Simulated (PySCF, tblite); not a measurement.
# C₄H₈O: changes of charge, electronic excitations, EPR parameters, part 2 of 3

tblite 0.8.0 and PySCF 2.14.0. Atoms count from 0. Earlier steps stand in the parts before.

## 8. Relaxing the molecule with GFN2-xTB

This step treats C4H8O+ (doublet), labelled `[CH2][C+](C)CO` (the label fixes atoms and charge, not where charge and spin sit).

Job settings and geometry (Å):

```
{"job": {"kind": "relax", "xc": "GFN2-xTB", "basis": "xTB"}, "charge": 1, "multiplicity": 2}
C      0.028500     1.642700     0.004800
C     -0.146100     0.331600    -0.114800
C     -1.374400    -0.406800     0.288000
C      0.989500    -0.532900    -0.604900
O      1.345800    -1.548400     0.352000
H      0.940300     2.135800    -0.277700
H     -0.798400     2.297900     0.353900
H     -2.125700     0.281800     0.737400
H     -1.155100    -1.217000     0.992800
H     -1.851900    -0.882300    -0.595500
H      0.665400    -1.087000    -1.501900
H      1.847000     0.078300    -0.869300
H      1.619900    -1.096800     1.163800
```

What it wrote:

```text
step      E/eV     max force
  0    -439.45171    2.163
  1    -439.56584    1.017
  2    -439.58369    0.251
  3    -439.59033    0.199
  4    -439.59652    0.259
  5    -439.60152    0.203
  6    -439.60644    0.210
  7    -439.61192    0.259
  8    -439.61770    0.205
  9    -439.62230    0.184
 10    -439.62658    0.207
 11    -439.63208    0.246
 12    -439.63818    0.239
 13    -439.64332    0.159
 14    -439.64684    0.163
 15    -439.64985    0.170
 16    -439.65401    0.243
 17    -439.65832    0.226
 18    -439.66126    0.145
 19    -439.66333    0.118
 20    -439.66525    0.114
 21    -439.66765    0.155
 22    -439.67065    0.147
 23    -439.67353    0.141
 24    -439.67589    0.111
 25    -439.67803    0.124
 26    -439.68013    0.152
 27    -439.68185    0.106
 28    -439.68297    0.083
 29    -439.68372    0.081
 30    -439.68463    0.103
 31    -439.68679    0.139
 32    -439.68896    0.138
 33    -439.69132    0.119
 34    -439.69308    0.108
 35    -439.69480    0.119
 36    -439.69691    0.141
 37    -439.69978    0.219
 38    -439.70352    0.260
 39    -439.70776    0.225
 40    -439.71281    0.230
 41    -439.71741    0.210
 42    -439.72406    0.285
 43    -439.73064    0.261
 44    -439.74028    0.324
 45    -439.74431    0.757
 46    -439.76257    0.386
 47    -439.77969    0.454
 48    -439.79103    0.405
 49    -439.79671    0.463
 50    -439.80826    0.299
 51    -439.81993    0.539
 52    -439.82918    0.415
 53    -439.83739    0.521
 54    -439.84413    0.378
 55    -439.85099    0.266
 56    -439.85989    0.346
 57    -439.86582    0.242
 58    -439.86960    0.161
 59    -439.87213    0.129
 60    -439.87447    0.156
 61    -439.87678    0.153
 62    -439.87850    0.192
 63    -439.87997    0.093
 64    -439.88091    0.076
 65    -439.88205    0.094
 66    -439.88271    0.114
 67    -439.88360    0.098
 68    -439.88416    0.085
 69    -439.88452    0.055
 70    -439.88490    0.057
 71    -439.88550    0.053
 72    -439.88590    0.051
 73    -439.88627    0.055
 74    -439.88675    0.055
 75    -439.88730    0.059
 76    -439.88778    0.045
 77    -439.88805    0.075
 78    -439.88826    0.059
 79    -439.88844    0.045
 80    -439.88869    0.035
 81    -439.88876    0.028
 82    -439.88882    0.019
 83    -439.88886    0.018
 84    -439.88893    0.018
 85    -439.88900    0.023
 86    -439.88910    0.028
 87    -439.88921    0.032
 88    -439.88931    0.027
 89    -439.88938    0.030
 90    -439.88944    0.019
 91    -439.88950    0.031
 92    -439.88957    0.020
 93    -439.88963    0.017
 94    -439.88968    0.017
 95    -439.88971    0.017
 96    -439.88978    0.020
 97    -439.88986    0.023
 98    -439.88997    0.041
 99    -439.89008    0.067
100    -439.89023    0.039
101    -439.89047    0.042
102    -439.89073    0.064
103    -439.89151    0.097
104    -439.89180    0.360
105    -439.89313    0.228
106    -439.89607    0.100
107    -439.89571    0.566
108    -439.89913    0.075
109    -439.90055    0.062
110    -439.90124    0.313
111    -439.90289    0.128
112    -439.90397    0.087
113    -439.90569    0.258
114    -439.90671    0.053
115    -439.90750    0.050
116    -439.90833    0.214
117    -439.90968    0.082
118    -439.91028    0.076
119    -439.91120    0.105
120    -439.91213    0.083
121    -439.91434    0.136
122    -439.91623    0.127
123    -439.91885    0.247
124    -439.91590    0.409
125    -439.92288    0.174
126    -439.92385    0.161
127    -439.92492    0.094
128    -439.92537    0.091
129    -439.92603    0.082
130    -439.92621    0.085
131    -439.92643    0.074
132    -439.92661    0.068
133    -439.92696    0.059
134    -439.92756    0.078
135    -439.92866    0.121
136    -439.93017    0.159
137    -439.93213    0.175
138    -439.93436    0.115
139    -439.93563    0.191
140    -439.93617    0.131
141    -439.93768    0.101
142    -439.93781    0.277
143    -439.93865    0.074
144    -439.93906    0.048
145    -439.93945    0.044
146    -439.93976    0.082
147    -439.93994    0.041
148    -439.94013    0.033
149    -439.94028    0.033
150    -439.94051    0.036
151    -439.94077    0.049
152    -439.94099    0.025
153    -439.94110    0.060
154    -439.94118    0.017
155    -439.94121    0.015
156    -439.94124    0.008
```

It took 0.48 s on 1 thread of AMD EPYC 9R14, shared host.

The steps of the relaxation: (not every step is listed)

| step | energy from step 0 (eV) | largest force (eV/Å) |
| --- | --- | --- |
| 0 | 0.0000 | 2.1626 |
| 1 | -0.1141 | 1.0172 |
| 2 | -0.1320 | 0.2507 |
| 3 | -0.1386 | 0.1992 |
| 4 | -0.1448 | 0.2594 |
| 5 | -0.1498 | 0.2027 |
| 6 | -0.1547 | 0.2100 |
| 7 | -0.1602 | 0.2592 |
| 8 | -0.1660 | 0.2051 |
| 22 | -0.2189 | 0.1475 |
| 36 | -0.2452 | 0.1411 |
| 50 | -0.3566 | 0.2990 |
| 64 | -0.4292 | 0.0758 |
| 78 | -0.4366 | 0.0592 |
| 92 | -0.4379 | 0.0196 |
| 106 | -0.4444 | 0.1004 |
| 120 | -0.4604 | 0.0827 |
| 134 | -0.4759 | 0.0780 |
| 148 | -0.4884 | 0.0333 |
| 151 | -0.4891 | 0.0488 |
| 152 | -0.4893 | 0.0247 |
| 153 | -0.4894 | 0.0596 |
| 154 | -0.4895 | 0.0173 |
| 155 | -0.4895 | 0.0154 |
| 156 | -0.4895 | 0.0077 |

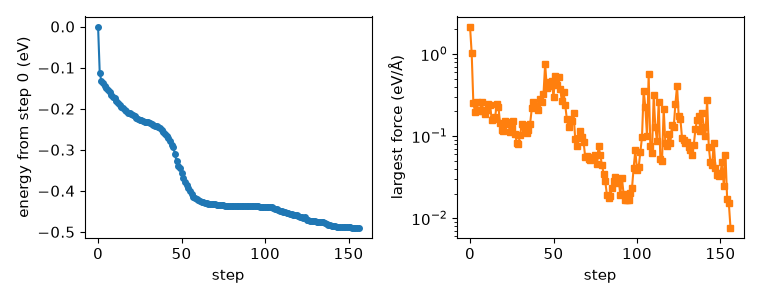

Energy and largest force along the relaxation.

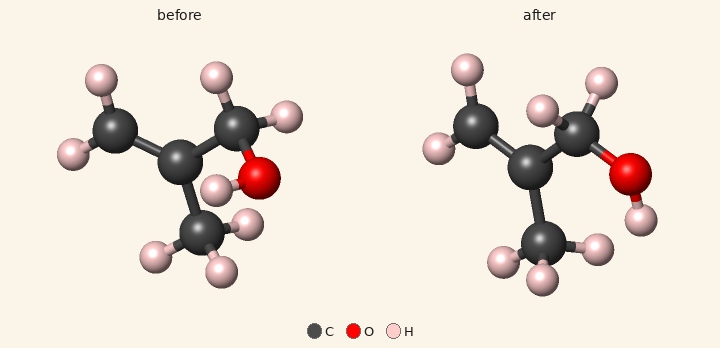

The geometry before (left) and after (right).

Close pairs (by a distance rule), those that changed most:

| bond | before (Å) | after (Å) | change (Å) |
| --- | --- | --- | --- |
| C3–O4 | 1.440 | 1.361 | -0.079 |
| C0–C1 | 1.328 | 1.365 | +0.037 |
| C0–H6 | 1.111 | 1.079 | -0.033 |
| C2–H7 | 1.114 | 1.086 | -0.027 |
| C1–C3 | 1.509 | 1.482 | -0.027 |
| C3–H11 | 1.086 | 1.112 | +0.027 |
| C2–H9 | 1.111 | 1.095 | -0.016 |
| C3–H10 | 1.103 | 1.117 | +0.014 |

The final coordinates are the input of the step that follows.

## 9. Vibrational analysis with GFN2-xTB

Job settings and geometry (Å):

```
{"job": {"kind": "ir", "xc": "GFN2-xTB", "basis": "xTB"}, "charge": 1, "multiplicity": 2}
C     -0.143995     1.672023    -0.363914
C     -0.084227     0.345091    -0.051090
C     -1.198164    -0.362301     0.610343
C      1.153354    -0.401149    -0.379582
O      1.255809    -1.718668    -0.052186
H      0.659437     2.178462    -0.875206
H     -1.002185     2.269889    -0.100219
H     -2.011276     0.315593     0.854450
H     -0.856321    -0.849889     1.528333
H     -1.601817    -1.149826    -0.034574
H      1.349217    -0.286108    -1.473379
H      2.043051     0.115307     0.043258
H      0.421797    -2.131517     0.222242
```

What it wrote:

```text
mode    cm-1     km/mol
  1      63.7    173.47
  2      97.6      2.56
  3     210.7     23.32
  4     263.1     11.20
  5     397.7     19.06
  6     402.0     13.97
  7     480.2     30.08
  8     523.5      4.54
  9     714.9      2.33
 10     837.3     21.79
 11     900.6     19.96
 12     933.2      7.10
 13     967.7     35.74
 14    1000.3     13.24
 15    1072.4     15.13
 16    1113.7    361.47
 17    1180.3     79.98
 18    1228.0     22.79
 19    1279.4    190.86
 20    1322.7     45.46
 21    1352.3     82.54
 22    1356.9     54.95
 23    1401.1     31.21
 24    1436.2      1.66
 25    1537.1     65.20
 26    2665.2     42.37
 27    2771.9     60.26
 28    2946.2      5.40
 29    2970.0     25.86
 30    3071.0      6.02
 31    3092.3     28.97
 32    3128.7      6.50
 33    3416.0     75.96
ZPE 275.943  H(298)-E 296.680  G(298)-E 196.081 kJ/mol  S 337.41 J/(mol K)
```

Run time: 0.24 s. Hardware: 1 thread of AMD EPYC 9R14, shared host.

Which atoms move in the most intense modes:

| cm⁻¹ | km/mol | atoms |
| --- | --- | --- |
| 64 | 173.5 | H12 39 %, O4 14 %, H8 13 %, H9 11 % |
| 1114 | 361.5 | H12 42 %, H10 28 %, O4 13 %, H11 10 % |
| 1180 | 80.0 | C3 45 %, O4 22 %, H12 16 % |
| 1279 | 190.9 | H11 38 %, H10 33 %, C1 10 % |
| 1352 | 82.5 | H8 34 %, H9 32 %, C2 15 % |
| 1537 | 65.2 | C1 51 %, C0 33 % |
| 2772 | 60.3 | H11 77 %, H10 17 % |
| 3416 | 76.0 | H12 94 % |

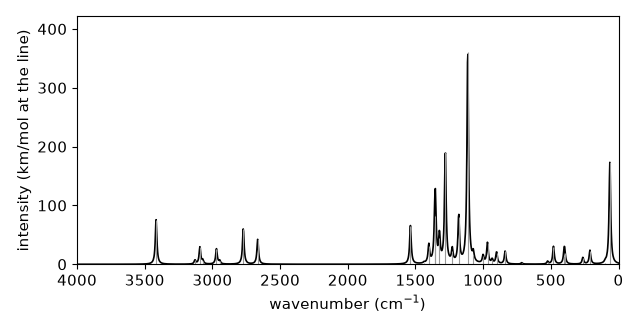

The infrared spectrum from these modes, unscaled. Lines are broadened to a width of 14 cm⁻¹ (Lorentzian).

## 10. Relaxing the molecule at PBE0-D3(BJ)/def2-SVP

This step treats C₄H₈O+ (doublet), labelled `[CH2][C+](C)CO` (the label fixes atoms and charge, not where charge and spin sit).

Settings changed since step 9:

```diff
@@ -1,2 +1,2 @@
-{"job": {"kind": "ir", "xc": "GFN2-xTB", "basis": "xTB"}, "charge": 1, "multiplicity": 2}
+{"job": {"xc": "PBE0", "basis": "def2-SVP", "d3": "d3bj", "grid": 1, "kind": "geom"}, "charge": 1, "multiplicity": 2}
 C     -0.143995     1.672023    -0.363914
```

What it wrote:

```text
step   0  E = -231.66579263  max force = 0.029021
step   1  E = -231.66842362  max force = 0.005169
step   2  E = -231.66860182  max force = 0.001747
step   3  E = -231.66867898  max force = 0.001139
step   4  E = -231.66873769  max force = 0.001504
step   5  E = -231.66884333  max force = 0.001813
step   6  E = -231.66895160  max force = 0.002202
step   7  E = -231.66910458  max force = 0.001379
step   8  E = -231.66918499  max force = 0.001245
step   9  E = -231.66924341  max force = 0.001909
step  10  E = -231.66928785  max force = 0.001802
step  11  E = -231.66950618  max force = 0.003018
step  12  E = -231.66968633  max force = 0.001505
step  13  E = -231.67041163  max force = 0.007669
step  14  E = -231.66338092  max force = 0.039351
step  15  E = -231.67035156  max force = 0.022153
step  16  E = -231.67166584  max force = 0.010183
step  17  E = -231.67290439  max force = 0.005387
step  18  E = -231.67539001  max force = 0.016183
step  19  E = -231.67614872  max force = 0.010518
step  20  E = -231.67711511  max force = 0.002782
step  21  E = -231.67741572  max force = 0.003231
step  22  E = -231.67751974  max force = 0.005158
step  23  E = -231.67766062  max force = 0.002631
step  24  E = -231.67776409  max force = 0.001014
step  25  E = -231.67781263  max force = 0.000932
step  26  E = -231.67782450  max force = 0.000373
optimisation converged
```

Wall time 1.9 min (1 thread of AMD EPYC 9R14, shared host); peak memory 0.47 GiB.

The steps of the relaxation: (the energy doesn't fall at every step)

| step | energy from step 0 (eV) | largest force component (eV/Å) |
| --- | --- | --- |
| 0 | 0.0000 | 1.4923 |
| 1 | -0.0716 | 0.2658 |
| 2 | -0.0764 | 0.0898 |
| 3 | -0.0785 | 0.0586 |
| 4 | -0.0801 | 0.0773 |
| 5 | -0.0830 | 0.0932 |
| 6 | -0.0860 | 0.1132 |
| 7 | -0.0901 | 0.0709 |
| 8 | -0.0923 | 0.0640 |
| 9 | -0.0939 | 0.0982 |
| 10 | -0.0951 | 0.0927 |
| 11 | -0.1011 | 0.1552 |
| 12 | -0.1060 | 0.0774 |
| 13 | -0.1257 | 0.3944 |
| 14 | 0.0656 | 2.0235 |
| 15 | -0.1241 | 1.1392 |
| 16 | -0.1598 | 0.5236 |
| 17 | -0.1935 | 0.2770 |
| 18 | -0.2612 | 0.8322 |
| 19 | -0.2818 | 0.5409 |
| 20 | -0.3081 | 0.1431 |
| 21 | -0.3163 | 0.1661 |
| 22 | -0.3191 | 0.2652 |
| 23 | -0.3229 | 0.1353 |
| 24 | -0.3258 | 0.0521 |
| 25 | -0.3271 | 0.0479 |
| 26 | -0.3274 | 0.0192 |

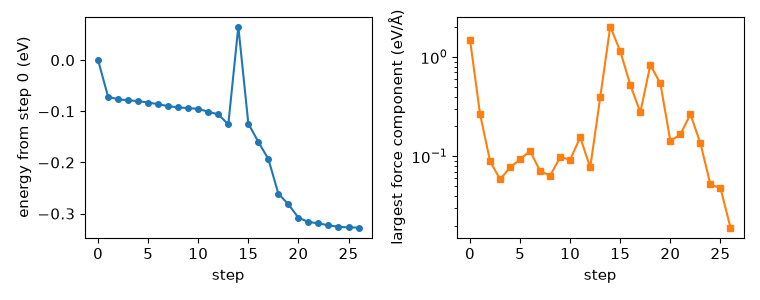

Energy and largest force along the relaxation.

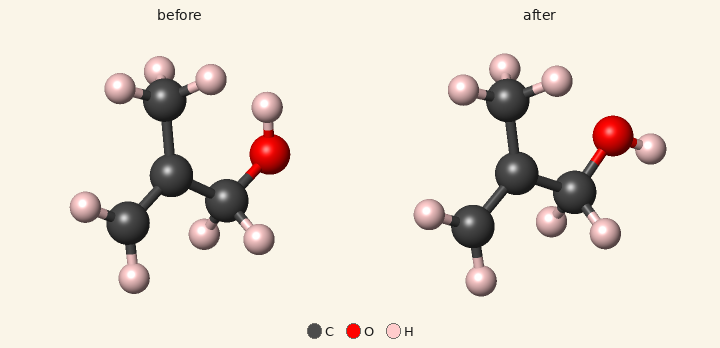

Before and after, at one scale.

Close pairs (by a distance rule), those that changed most:

| bond | before (Å) | after (Å) | change (Å) |
| --- | --- | --- | --- |
| C0–C1 | 1.365 | 1.404 | +0.039 |
| C1–C2 | 1.476 | 1.457 | -0.019 |
| C0–H5 | 1.079 | 1.095 | +0.017 |
| C0–H6 | 1.079 | 1.094 | +0.015 |
| C2–H8 | 1.094 | 1.109 | +0.015 |
| C2–H9 | 1.095 | 1.110 | +0.015 |
| C1–C3 | 1.482 | 1.471 | -0.011 |
| C3–H11 | 1.112 | 1.122 | +0.009 |

The end geometry stands in the next job.

| at the end point | value |
| --- | --- |
| point group (found at 0.08 Å tolerance) | Cs |
| rotational constants (GHz, main isotopes) | 8.472, 4.040, 2.828 |
| ⟨S²⟩ | 0.756 |

## 11. Harmonic vibrations (C₄H₈O+ (doublet), [CH2][C+](C)CO): PBE0-D3(BJ)/def2-SVP

Job settings and geometry (Å):

```
{"job": {"xc": "PBE0", "basis": "def2-SVP", "d3": "d3bj", "grid": 2, "kind": "hessian"}, "charge": 1, "multiplicity": 2}
C     -0.074156     1.733405    -0.307798
C     -0.155103     0.363547    -0.010517
C     -1.331364    -0.255737     0.586459
C      1.004194    -0.487564    -0.320493
O      0.789212    -1.790617     0.013438
H      0.824982     2.167333    -0.758250
H     -0.914467     2.400156    -0.093701
H     -2.151736     0.438506     0.796782
H     -1.022507    -0.806581     1.498301
H     -1.664387    -1.085677    -0.070814
H      1.245712    -0.328158    -1.403780
H      1.889264    -0.025160     0.190433
H      1.558510    -2.339570    -0.189128
```

What it wrote:

```text
coarse grid: 10392 points
cycle   1  E = -231.5697874658  dE =  7.662e-01  |g| = 4.102e-01  |ddm| = 2.485e+00
cycle   2  E = -231.2130961127  dE =  3.567e-01  |g| = 9.386e-01  |ddm| = 1.384e+00
cycle   3  E = -231.6258359848  dE = -4.127e-01  |g| = 1.563e-01  |ddm| = 1.136e+00
cycle   4  E = -231.6383596305  dE = -1.252e-02  |g| = 5.128e-02  |ddm| = 1.975e-01
cycle   5  E = -231.6395297526  dE = -1.170e-03  |g| = 1.605e-02  |ddm| = 5.469e-02
cycle   6  E = -231.6396874166  dE = -1.577e-04  |g| = 6.412e-03  |ddm| = 2.175e-02
cycle   7  E = -231.6397144137  dE = -2.700e-05  |g| = 3.121e-03  |ddm| = 8.909e-03
cycle   8  E = -231.6397247749  dE = -1.036e-05  |g| = 1.262e-03  |ddm| = 7.047e-03
cycle   9  E = -231.6397259136  dE = -1.139e-06  |g| = 3.804e-04  |ddm| = 2.386e-03
final grid: 99016 points
cycle  10  E = -231.6778069536  dE = -2.107e-05  |g| = 5.345e-03  |ddm| = 1.942e-02
cycle  11  E = -231.6777853312  dE =  2.162e-05  |g| = 8.841e-03  |ddm| = 1.377e-02
cycle  12  E = -231.6778201299  dE = -3.480e-05  |g| = 1.173e-03  |ddm| = 9.502e-03
cycle  13  E = -231.6778207672  dE = -6.373e-07  |g| = 1.186e-04  |ddm| = 1.259e-03
cycle  14  E = -231.6778207725  dE = -5.296e-09  |g| = 6.452e-05  |ddm| = 1.707e-04
cycle  15  E = -231.6778207749  dE = -2.492e-09  |g| = 2.201e-05  |ddm| = 8.101e-05
cycle  16  E = -231.6778207753  dE = -3.491e-10  |g| = 7.973e-06  |ddm| = 3.562e-05
cycle  17  E = -231.6778207754  dE = -6.258e-11  |g| = 3.888e-06  |ddm| = 1.843e-05
converged SCF energy = -231.6778207754

mode    cm-1
  1     126.7
  2     171.7
  3     264.7
  4     322.4
  5     382.1
  6     396.4
  7     436.3
  8     564.1
  9     693.4
 10     838.4
 11     901.4
 12     944.2
 13     985.2
 14     995.6
 15    1166.2
 16    1196.7
 17    1236.2
 18    1262.2
 19    1303.7
 20    1326.9
 21    1367.3
 22    1376.2
 23    1462.8
 24    1480.0
 25    1575.9
 26    2895.1
 27    2902.6
 28    3007.8
 29    3053.2
 30    3167.6
 31    3217.7
 32    3293.5
 33    3852.5
ZPE 288.101  H(298)-E 307.789  G(298)-E 209.760 kJ/mol  S 328.79 J/(mol K)
```

Wall time 3.7 min (1 thread of AMD EPYC 9R14, shared host); peak memory 1.8 GiB.

Zero-point energy 288.10 kJ/mol (xTB gave 275.94).

## 12. Single point (C4H8O): wB97X-D3(BJ)/ma-def2-TZVP

Geometry: PBE0-D3(BJ)/def2-SVP, that of another charge or spin state.

Settings changed since step 11:

```diff
@@ -1,2 +1,2 @@
-{"job": {"xc": "PBE0", "basis": "def2-SVP", "d3": "d3bj", "grid": 2, "kind": "hessian"}, "charge": 1, "multiplicity": 2}
+{"job": {"kind": "sp", "xc": "wB97X", "basis": "ma-def2-TZVP", "d3": "d3bj", "grid": 2}, "charge": 0, "multiplicity": 1}
 C     -0.074156     1.733405    -0.307798
```

What it wrote:

```text
coarse grid: 10392 points
cycle   1  E = -232.5538359816  dE =  6.821e-01  |g| = 5.826e-01  |ddm| = 2.528e+00
cycle   2  E = -232.5667159418  dE = -1.288e-02  |g| = 5.795e-01  |ddm| = 9.543e-01
cycle   3  E = -232.6208077327  dE = -5.409e-02  |g| = 4.425e-02  |ddm| = 4.276e-01
cycle   4  E = -232.6212598935  dE = -4.522e-04  |g| = 1.618e-02  |ddm| = 6.856e-02
cycle   5  E = -232.6213301265  dE = -7.023e-05  |g| = 4.770e-03  |ddm| = 2.659e-02
cycle   6  E = -232.6213367010  dE = -6.574e-06  |g| = 1.012e-03  |ddm| = 7.885e-03
final grid: 99016 points
cycle   7  E = -232.6097134827  dE = -4.825e-05  |g| = 3.896e-03  |ddm| = 6.275e-02
cycle   8  E = -232.6097142302  dE = -7.475e-07  |g| = 3.429e-03  |ddm| = 7.541e-03
cycle   9  E = -232.6097161459  dE = -1.916e-06  |g| = 4.337e-04  |ddm| = 2.431e-03
cycle  10  E = -232.6097161799  dE = -3.406e-08  |g| = 1.656e-04  |ddm| = 7.824e-04
cycle  11  E = -232.6097161871  dE = -7.203e-09  |g| = 2.810e-05  |ddm| = 2.498e-04
converged SCF energy = -232.6097161871
```

Wall time 7.3 s (1 thread of AMD EPYC 9R14, shared host); peak memory 0.72 GiB.

## 13. Single point (C₄H₈O+ (doublet), [CH2][C+](C)CO): wB97X-D3(BJ)/ma-def2-TZVP

Geometry: PBE0-D3(BJ)/def2-SVP.

Settings changed since step 12:

```diff
@@ -1,2 +1,2 @@
-{"job": {"kind": "sp", "xc": "wB97X", "basis": "ma-def2-TZVP", "d3": "d3bj", "grid": 2}, "charge": 0, "multiplicity": 1}
+{"job": {"kind": "sp", "xc": "wB97X", "basis": "ma-def2-TZVP", "d3": "d3bj", "grid": 2}, "charge": 1, "multiplicity": 2}
 C     -0.074156     1.733405    -0.307798
```

What it wrote:

```text
final grid: 99016 points
cycle   1  E = -232.2780353236  dE = -2.479e-02  |g| = 1.800e-01  |ddm| = 4.317e-01
cycle   2  E = -232.2860712114  dE = -8.036e-03  |g| = 1.353e-01  |ddm| = 2.811e-01
cycle   3  E = -232.2950346009  dE = -8.963e-03  |g| = 1.834e-02  |ddm| = 1.104e-01
cycle   4  E = -232.2952813097  dE = -2.467e-04  |g| = 9.293e-03  |ddm| = 1.704e-02
cycle   5  E = -232.2954473097  dE = -1.660e-04  |g| = 4.419e-03  |ddm| = 1.817e-02
cycle   6  E = -232.2954956288  dE = -4.832e-05  |g| = 2.038e-03  |ddm| = 9.032e-03
cycle   7  E = -232.2955147734  dE = -1.914e-05  |g| = 8.525e-04  |ddm| = 8.296e-03
cycle   8  E = -232.2955172215  dE = -2.448e-06  |g| = 3.994e-04  |ddm| = 2.972e-03
cycle   9  E = -232.2955176946  dE = -4.730e-07  |g| = 1.851e-04  |ddm| = 1.073e-03
cycle  10  E = -232.2955178468  dE = -1.522e-07  |g| = 8.524e-05  |ddm| = 7.592e-04
cycle  11  E = -232.2955178689  dE = -2.216e-08  |g| = 2.446e-05  |ddm| = 3.252e-04
cycle  12  E = -232.2955178707  dE = -1.749e-09  |g| = 1.256e-05  |ddm| = 8.443e-05
converged SCF energy = -232.2955178707
```

Run time: 16 s. Hardware: 1 thread of AMD EPYC 9R14, shared host; peak memory 0.8 GiB.

## 14. Single point (C4H8O): wB97X-D3(BJ)/ma-def2-TZVP in acetonitrile

Geometry: PBE0-D3(BJ)/def2-SVP.

Job settings and geometry (Å):

```
{"job": {"kind": "sp", "xc": "wB97X", "basis": "ma-def2-TZVP", "d3": "d3bj", "grid": 2, "solvent": "acetonitrile"}, "charge": 0, "multiplicity": 1}
C      0.012244     1.648805     0.010125
C     -0.135367     0.322981    -0.091826
C     -1.391828    -0.399204     0.284831
C      0.991985    -0.547494    -0.584327
O      1.349029    -1.544557     0.340681
H      0.951304     2.137509    -0.268940
H     -0.798805     2.292069     0.364890
H     -2.137173     0.272803     0.732366
H     -1.164141    -1.210192     0.994019
H     -1.842564    -0.879593    -0.600844
H      0.672267    -1.083054    -1.495038
H      1.855457     0.085045    -0.869189
H      1.631050    -1.099183     1.147183
```

What it wrote:

```text
final grid: 99016 points
cycle   1  E = -232.6352993266  dE = -6.503e-04  |g| = 1.706e-02  |ddm| = 3.490e-01
cycle   2  E = -232.6353547001  dE = -5.537e-05  |g| = 1.495e-02  |ddm| = 8.166e-02
cycle   3  E = -232.6353920080  dE = -3.731e-05  |g| = 2.738e-03  |ddm| = 2.053e-02
cycle   4  E = -232.6353959996  dE = -3.992e-06  |g| = 8.320e-04  |ddm| = 2.011e-02
cycle   5  E = -232.6353963888  dE = -3.892e-07  |g| = 2.018e-04  |ddm| = 5.699e-03
cycle   6  E = -232.6353964071  dE = -1.832e-08  |g| = 5.426e-05  |ddm| = 6.600e-04
cycle   7  E = -232.6353964094  dE = -2.355e-09  |g| = 9.350e-06  |ddm| = 4.354e-04
converged SCF energy = -232.6353964094
```

Run time: 7.2 s. Hardware: 1 thread of AMD EPYC 9R14, shared host; peak memory 0.8 GiB.

(Part 2 of 3 ends here.)
